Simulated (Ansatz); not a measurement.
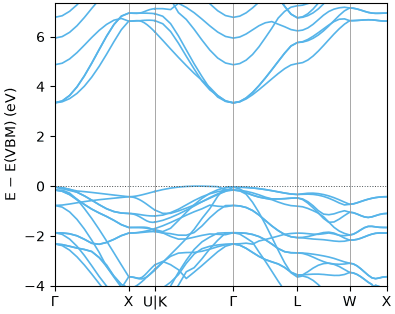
Figure: Band structure from DFT-PBE in the program Ansatz with PAW potentials

### Question
Read off the gap and where the band edges lie.

### Answer
About 3.3 eV (3.34 eV by a search for the band edges); maximum on the K–Γ line, 56 % of the way from K, minimum at Γ.

### Question
Which of these materials gives this?
A. Si3N4, Fd-3m (Si on 16c, Si on 8b, N on 32e)
B. BN, zinc blende
C. SiC, zinc blende
D. AlAs, zinc blende

### Answer
A, Si3N4, Fd-3m (Si on 16c, Si on 8b, N on 32e)

The PBE relaxation kept the symmetry of its start.

Potentials: the later of the program's two PAW sets.
